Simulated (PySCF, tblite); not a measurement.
# C₂₄H₂₀O₈S₄: electronic excitations, NMR shifts, part 1 of 2

What do calculations give for the electronic excitations, NMR shifts of C₂₄H₂₀O₈S₄ (`CS(=O)(=O)c1ccc2ccc(S(C)(=O)=O)c3c4c(S(C)(=O)=O)ccc5ccc(S(C)(=O)=O)c(c1c23)c54`)?

Computed with tblite 0.8.0 and PySCF 2.14.0 and routines of our own; the level stands in each step. Atoms count from 0.

## (1) The starting structure

56 atoms, charge 0, multiplicity 1; geometry from: force field, distance geometry or constructed start.

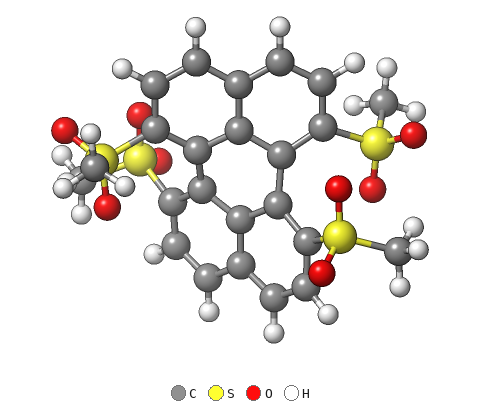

The starting geometry (carbon grey, sulfur yellow, oxygen red, hydrogen white).

## (2) Geometry optimisation with GFN2-xTB

Job settings and geometry (Å):

```
{"job": {"kind": "relax", "xc": "GFN2-xTB", "basis": "xTB"}, "charge": 0, "multiplicity": 1}
C     -2.950600     1.958600     3.784000
S     -1.373200     2.420100     3.122700
O     -0.663000     3.183800     4.140500
O     -1.618600     2.993900     1.814400
C     -0.524200     0.850100     2.955100
C     -0.335800     0.157300     4.151700
C      0.021300    -1.175400     4.119300
C      0.082700    -1.841900     2.903500
C      0.370700    -3.208800     2.902600
C      0.498200    -3.877900     1.703900
C      0.236000    -3.205100     0.499800
S      0.839800    -4.041700    -0.960300
C      2.595900    -4.098100    -0.703800
O      0.625600    -3.205200    -2.127800
O      0.334300    -5.393400    -0.932200
C     -0.269200    -1.864500     0.470400
C     -0.876700    -1.164300    -0.648000
C     -1.720400    -1.700100    -1.689300
S     -2.768200    -3.137000    -1.442900
C     -2.421700    -4.241100    -2.787800
O     -4.131800    -2.658400    -1.621900
O     -2.405700    -3.796000    -0.208300
C     -2.015100    -0.964700    -2.842500
C     -1.521400     0.304400    -3.008900
C     -0.837600     0.921100    -1.955800
C     -0.396100     2.223700    -2.128100
C      0.331500     2.843400    -1.126300
C      0.484300     2.204100     0.114900
S      1.774100     2.922100     1.141700
C      1.250200     4.571700     1.531400
O      1.881200     2.174600     2.378200
O      2.937300     3.037300     0.282700
C     -0.109300     0.922800     0.392000
C     -0.264300     0.259800     1.676800
C     -0.151400    -1.144300     1.670300
C     -0.605900     0.223000    -0.732800
H     -3.556800     2.868500     3.873100
H     -2.828800     1.508300     4.766800
H     -3.437800     1.263200     3.094300
H     -0.469700     0.655900     5.115900
H      0.193700    -1.703300     5.064500
H      0.553700    -3.750200     3.835300
H      0.819900    -4.918100     1.700900
H      2.827800    -4.704400     0.168700
H      3.046500    -4.554600    -1.590000
H      2.972900    -3.079000    -0.592000
H     -1.387000    -4.567100    -2.771900
H     -3.075700    -5.110000    -2.674600
H     -2.650500    -3.746700    -3.735500
H     -2.671100    -1.372900    -3.615600
H     -1.729200     0.840300    -3.925800
H     -0.524800     2.748100    -3.075100
H      0.800900     3.799300    -1.331600
H      2.031700     5.033800     2.126300
H      1.124500     5.138100     0.606300
H      0.324600     4.565200     2.097600
```

The run is started by

```
$ OMP_NUM_THREADS=2 python large_run.py task.json out
```

This one command runs all jobs of the session in turn.

Output:

```text
step      E/eV     max force
  0   -2912.35653    2.033
  1   -2912.72888    0.872
  2   -2912.81095    0.599
  3   -2912.90555    0.552
  4   -2912.96992    0.624
  5   -2913.02874    0.372
  6   -2913.06729    0.388
  7   -2913.11225    0.435
  8   -2913.14787    0.351
  9   -2913.17295    0.262
 10   -2913.19243    0.264
 11   -2913.21515    0.254
 12   -2913.24446    0.332
 13   -2913.27435    0.242
 14   -2913.30120    0.257
 15   -2913.32664    0.275
 16   -2913.35335    0.336
 17   -2913.38041    0.315
 18   -2913.40463    0.229
 19   -2913.42463    0.198
 20   -2913.44106    0.219
 21   -2913.45541    0.213
 22   -2913.46929    0.208
 23   -2913.48287    0.201
 24   -2913.49492    0.171
 25   -2913.50448    0.184
 26   -2913.51154    0.136
 27   -2913.51655    0.099
 28   -2913.52047    0.094
 29   -2913.52422    0.121
 30   -2913.52856    0.113
 31   -2913.53347    0.132
 32   -2913.53828    0.100
 33   -2913.54275    0.108
 34   -2913.54760    0.135
 35   -2913.55344    0.135
 36   -2913.55942    0.108
 37   -2913.56406    0.102
 38   -2913.56746    0.098
 39   -2913.57082    0.101
 40   -2913.57487    0.092
 41   -2913.57904    0.090
 42   -2913.58244    0.089
 43   -2913.58502    0.072
 44   -2913.58732    0.068
 45   -2913.58944    0.066
 46   -2913.59119    0.058
 47   -2913.59265    0.058
 48   -2913.59405    0.064
 49   -2913.59530    0.049
 50   -2913.59628    0.050
 51   -2913.59710    0.050
 52   -2913.59812    0.055
 53   -2913.59946    0.072
 54   -2913.60086    0.057
 55   -2913.60197    0.048
 56   -2913.60285    0.045
 57   -2913.60375    0.054
 58   -2913.60470    0.053
 59   -2913.60548    0.039
 60   -2913.60605    0.038
 61   -2913.60663    0.040
 62   -2913.60741    0.055
 63   -2913.60844    0.060
 64   -2913.60960    0.057
 65   -2913.61069    0.053
 66   -2913.61170    0.046
 67   -2913.61269    0.048
 68   -2913.61369    0.051
 69   -2913.61467    0.052
 70   -2913.61560    0.054
 71   -2913.61646    0.050
 72   -2913.61729    0.047
 73   -2913.61814    0.058
 74   -2913.61908    0.058
 75   -2913.61999    0.048
 76   -2913.62070    0.041
 77   -2913.62129    0.041
 78   -2913.62186    0.042
 79   -2913.62244    0.035
 80   -2913.62292    0.031
 81   -2913.62323    0.023
 82   -2913.62345    0.022
 83   -2913.62367    0.024
 84   -2913.62391    0.022
 85   -2913.62414    0.027
 86   -2913.62438    0.028
 87   -2913.62464    0.026
 88   -2913.62492    0.027
 89   -2913.62518    0.024
 90   -2913.62538    0.027
 91   -2913.62558    0.027
 92   -2913.62583    0.028
 93   -2913.62618    0.029
 94   -2913.62661    0.033
 95   -2913.62707    0.039
 96   -2913.62754    0.031
 97   -2913.62805    0.037
 98   -2913.62861    0.042
 99   -2913.62921    0.050
100   -2913.62980    0.046
101   -2913.63032    0.031
102   -2913.63079    0.038
103   -2913.63122    0.037
104   -2913.63171    0.043
105   -2913.63228    0.037
106   -2913.63276    0.033
107   -2913.63326    0.031
108   -2913.63373    0.037
109   -2913.63429    0.044
110   -2913.63500    0.047
111   -2913.63577    0.055
112   -2913.63674    0.067
113   -2913.63767    0.046
114   -2913.63842    0.042
115   -2913.63899    0.036
116   -2913.63960    0.037
117   -2913.64028    0.047
118   -2913.64118    0.048
119   -2913.64216    0.052
120   -2913.64285    0.051
121   -2913.64367    0.058
122   -2913.64442    0.047
123   -2913.64585    0.045
124   -2913.64671    0.042
125   -2913.64785    0.044
126   -2913.64879    0.051
127   -2913.65001    0.058
128   -2913.65105    0.075
129   -2913.65163    0.069
130   -2913.65273    0.035
131   -2913.65328    0.030
132   -2913.65388    0.032
133   -2913.65437    0.037
134   -2913.65490    0.035
135   -2913.65542    0.043
136   -2913.65606    0.051
137   -2913.65689    0.052
138   -2913.65796    0.051
139   -2913.65912    0.056
140   -2913.66036    0.064
141   -2913.66168    0.084
142   -2913.66349    0.084
143   -2913.66617    0.097
144   -2913.66903    0.060
145   -2913.67054    0.057
146   -2913.67262    0.064
147   -2913.67377    0.074
148   -2913.67550    0.060
149   -2913.67707    0.061
150   -2913.67930    0.049
151   -2913.68018    0.040
152   -2913.68112    0.040
153   -2913.68181    0.036
154   -2913.68248    0.031
155   -2913.68300    0.042
156   -2913.68334    0.018
```

It took 8.5 s on 2 threads of Arm Neoverse V1, shared host; peak memory 0.18 GiB.

Step by step:

```tsv
step	energy from step 0 (eV)	largest force (eV/Å)
0	0.0000	2.0334
1	-0.3724	0.8727
2	-0.4544	0.5996
3	-0.5490	0.5525
4	-0.6134	0.6245
5	-0.6722	0.3717
6	-0.7108	0.3882
7	-0.7557	0.4353
8	-0.7913	0.3512
21	-1.0989	0.2131
34	-1.1911	0.1351
47	-1.2361	0.0584
60	-1.2495	0.0384
73	-1.2616	0.0573
86	-1.2679	0.0279
99	-1.2727	0.0504
112	-1.2802	0.0665
125	-1.2913	0.0440
138	-1.3014	0.0509
152	-1.3246	0.0397
153	-1.3253	0.0363
154	-1.3259	0.0311
155	-1.3265	0.0422
156	-1.3268	0.0185
```

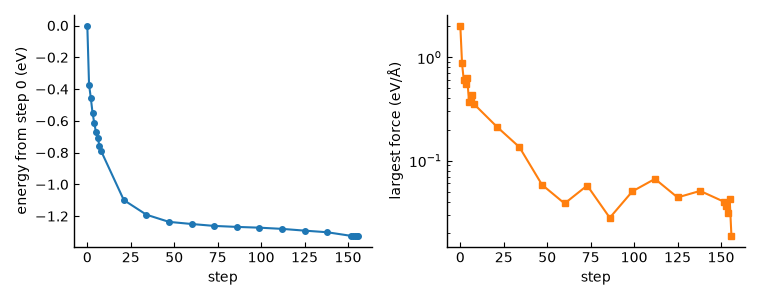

Energy and force, step by step.

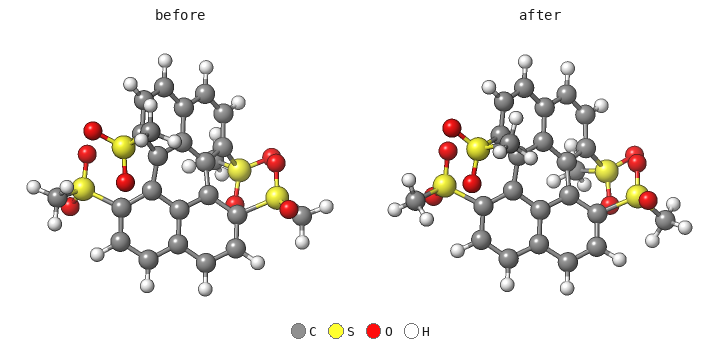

Before and after, at one scale.

Close pairs (by a distance rule), those that changed most:

```tsv
bond	before (Å)	after (Å)	change (Å)
C16–C17	1.443	1.384	-0.060
C0–S1	1.772	1.828	+0.056
C27–C32	1.439	1.383	-0.056
S11–C12	1.776	1.828	+0.052
C10–C15	1.433	1.381	-0.052
C4–C33	1.432	1.381	-0.051
S28–C29	1.774	1.817	+0.043
S18–C19	1.774	1.817	+0.043
```

The final coordinates are the input of the step that follows.

## (3) Electronic excitations: TDDFT PBE0/def2-SVP

Job settings and geometry (Å):

```
{"job": {"kind": "uv", "basis": "def2-SVP", "grid": 1, "kgrid": 0, "vcut": 1.5, "nstates": 6, "ntriplets": 2, "tda": false, "delta": [], "pop": true, "xc": "PBE0"}, "charge": 0, "multiplicity": 1}
C     -2.812448     2.074938     3.376751
S     -1.055070     2.517415     3.137811
O     -0.634697     3.181168     4.334752
O     -1.028917     3.274679     1.906320
C     -0.389294     0.861326     2.967840
C     -0.284446     0.166941     4.173632
C      0.030368    -1.165085     4.182280
C      0.092142    -1.882970     2.969478
C      0.374786    -3.264201     2.923619
C      0.459329    -3.905375     1.717348
C      0.115418    -3.243235     0.538172
S      0.531281    -4.148374    -0.951957
C      2.332448    -3.838647    -0.956784
O      0.044217    -3.518412    -2.158658
O      0.359293    -5.564294    -0.827244
C     -0.273616    -1.918064     0.537654
C     -0.829320    -1.211857    -0.605204
C     -1.569128    -1.797031    -1.617296
S     -2.449807    -3.364809    -1.431632
C     -2.376732    -4.360210    -2.949680
O     -3.821150    -2.936346    -1.284561
O     -1.928736    -4.133294    -0.327746
C     -1.937669    -1.071548    -2.751695
C     -1.499169     0.212810    -2.934285
C     -0.825403     0.881770    -1.891615
C     -0.371143     2.211321    -2.010741
C      0.297536     2.800768    -0.971310
C      0.378468     2.173825     0.273462
S      1.511715     2.979357     1.428210
C      1.177780     4.760275     1.564139
O      1.446274     2.376451     2.737111
O      2.783806     2.848543     0.756978
C     -0.133347     0.903171     0.466875
C     -0.231748     0.228112     1.750652
C     -0.137866    -1.191153     1.752633
C     -0.595601     0.190589    -0.675461
H     -3.369967     2.999432     3.462826
H     -2.914345     1.488139     4.280248
H     -3.138107     1.517139     2.508119
H     -0.397251     0.733705     5.084006
H      0.199773    -1.688594     5.110422
H      0.554756    -3.792793     3.846849
H      0.730854    -4.946151     1.641594
H      2.771615    -4.272502    -0.068071
H      2.737917    -4.307067    -1.845081
H      2.487746    -2.767697    -0.987966
H     -1.870368    -5.278723    -2.683591
H     -3.401547    -4.536620    -3.254447
H     -1.811398    -3.828762    -3.701799
H     -2.556976    -1.557318    -3.488599
H     -1.698649     0.740165    -3.854769
H     -0.521672     2.736407    -2.941672
H      0.756740     3.769467    -1.085041
H      2.091904     5.269882     1.282847
H      0.348742     5.021724     0.921915
H      0.918063     4.939815     2.599146
```

Level: TDDFT PBE0/def2-SVP, vertical, gas phase, core orbitals frozen in the response, virtual orbitals cut by energy.

Output:

```text
start: PBE on a coarse grid of 49989 points
cycle   1  E = -3115.0025166572  dE =  8.888e+00  |g| = 2.509e+00  |ddm| = 1.156e+01
cycle   2  E = -3104.8743655177  dE =  1.013e+01  |g| = 7.149e+00  |ddm| = 1.550e+01
cycle   3  E = -3115.6608852943  dE = -1.079e+01  |g| = 1.451e+00  |ddm| = 1.371e+01
cycle   4  E = -3116.1044648345  dE = -4.436e-01  |g| = 7.369e-01  |ddm| = 3.583e+00
cycle   5  E = -3116.1459318935  dE = -4.147e-02  |g| = 5.955e-01  |ddm| = 1.794e+00
cycle   6  E = -3116.2396138675  dE = -9.368e-02  |g| = 1.181e-01  |ddm| = 9.189e-01
cycle   7  E = -3116.2419931272  dE = -2.379e-03  |g| = 6.876e-02  |ddm| = 2.529e-01
cycle   8  E = -3116.2430358351  dE = -1.043e-03  |g| = 1.712e-02  |ddm| = 1.206e-01
cycle   9  E = -3116.2430935236  dE = -5.769e-05  |g| = 6.578e-03  |ddm| = 3.348e-02
final grid: 214231 points
cycle  10  E = -3116.9670270513  dE = -1.971e-02  |g| = 1.414e-01  |ddm| = 1.978e+00
cycle  11  E = -3116.9582616368  dE =  8.765e-03  |g| = 2.512e-01  |ddm| = 5.905e-01
cycle  12  E = -3116.9712337740  dE = -1.297e-02  |g| = 3.215e-02  |ddm| = 4.034e-01
cycle  13  E = -3116.9714500169  dE = -2.162e-04  |g| = 1.350e-02  |ddm| = 6.036e-02
cycle  14  E = -3116.9714966476  dE = -4.663e-05  |g| = 3.181e-03  |ddm| = 2.300e-02
cycle  15  E = -3116.9715017068  dE = -5.059e-06  |g| = 1.814e-03  |ddm| = 8.200e-03
cycle  16  E = -3116.9715004473  dE =  1.260e-06  |g| = 4.242e-04  |ddm| = 3.444e-03
cycle  17  E = -3116.9715015369  dE = -1.090e-06  |g| = 8.374e-05  |ddm| = 8.958e-04
converged SCF energy = -3116.9715015369

Static polarisability (au): isotropic 365.924, principal 241.065 397.273 459.434

Singlet excitations
state   eV       nm        f      main configurations
  1   2.6784    462.9   0.18177   H->L 0.98
  2   3.5955    344.8   0.00207   H-1->L 0.77, H->L+1 0.16
  3   3.7544    330.2   0.01756   H-2->L 0.61, H->L+2 0.30
  4   3.9763    311.8   0.00493   H-3->L 0.43, H->L+1 0.21, H-1->L 0.15
  5   4.0274    307.9   0.01073   H-3->L 0.51, H->L+1 0.30
  6   4.0695    304.7   0.00070   H->L+3 0.52, H-4->L 0.47

Triplet excitations (Tamm-Dancoff, eV): 1.7527 3.0133
```

Run time: 7.4 min. Hardware: 2 threads of Arm Neoverse V1, shared host; peak memory 1.6 GiB.

Frontier orbitals and where they lie:

```tsv
orbital	eV	atoms
HOMO−4	-7.88	C15 10 %, C32 10 %, C33 9 %
HOMO−3	-7.88	C34 15 %, C35 13 %, C16 5 %
HOMO−2	-7.60	C7 9 %, C5 7 %, C9 7 %
HOMO−1	-7.41	C24 9 %, C27 8 %, C17 8 %
HOMO	-6.15	C6 8 %, C8 8 %, C23 7 %
LUMO	-2.93	C23 8 %, C25 8 %, C6 8 %
LUMO+1	-1.40	C7 13 %, C4 10 %, C10 10 %
LUMO+2	-1.20	C35 19 %, C22 12 %, C26 12 %
LUMO+3	-1.17	C16 10 %, C32 10 %, C15 9 %
```

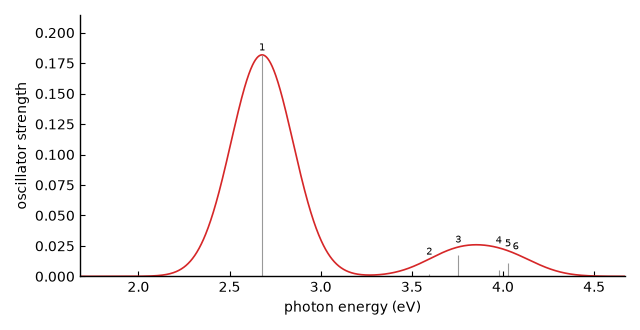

Absorption spectrum from the 6 singlet states computed; above the last one it falls off for lack of states. Lines are broadened to a width of 0.40 eV (Gaussian).

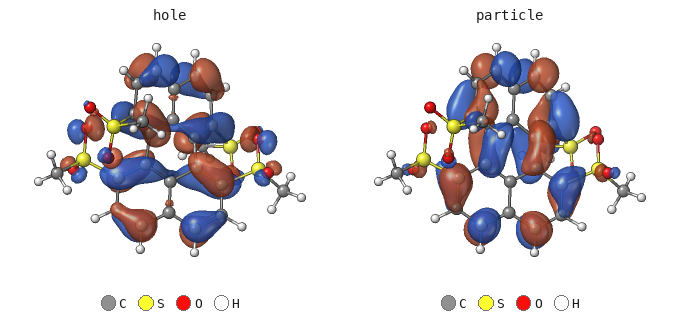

Leading natural transition orbitals of singlet state 1: the electron leaves the hole (left) for the particle orbital (right).

Further results of this job:

```tsv
property	computed
dipole moment (D)	2.41
polarisability (Å³)	54.22
HOMO–LUMO gap (eV)	3.22
−ε(HOMO) (eV)	6.15
```

Orbitals, density, ELF and potential are computed afterwards from the orbital file.

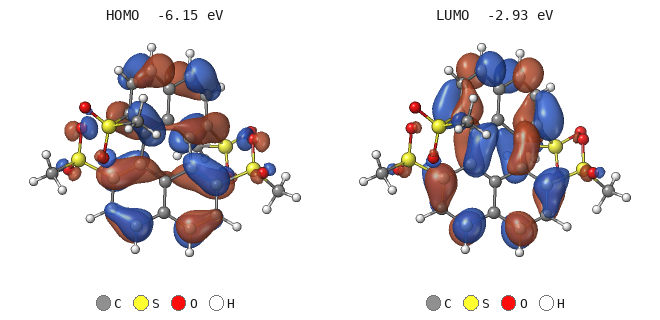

Frontier orbitals at PBE0/def2-SVP; each surface holds 70 % of the orbital's density, blue and red mark the sign.

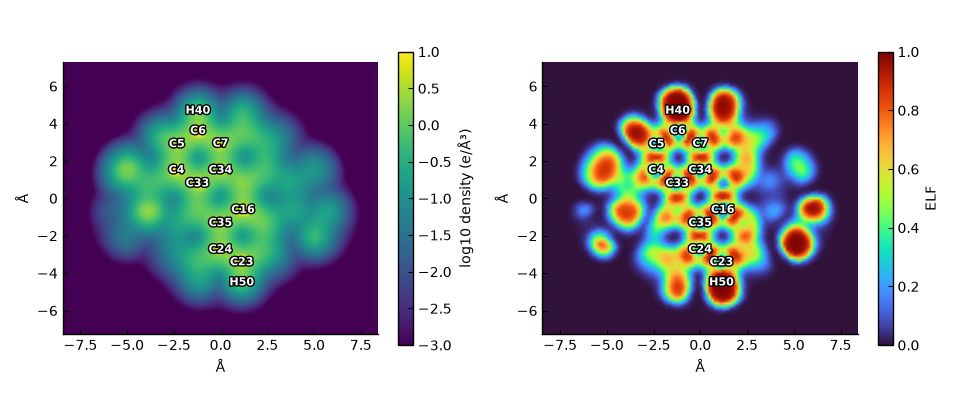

Density (left) and ELF (right) in a plane through or near 12 of the atoms.

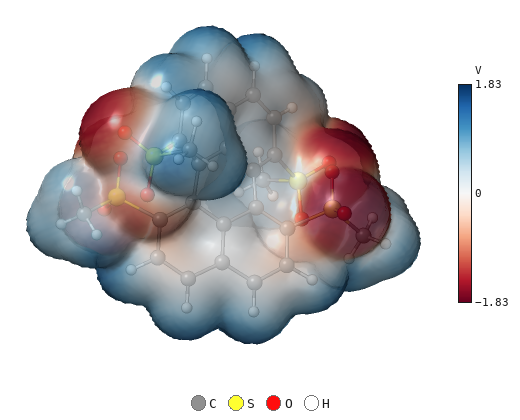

Electrostatic potential on the surface of density 0.002 e/bohr³; red is low, blue high. It runs from -1.83 V near O20 to 1.32 V near H51.

(Continued in part 2 of 2.)
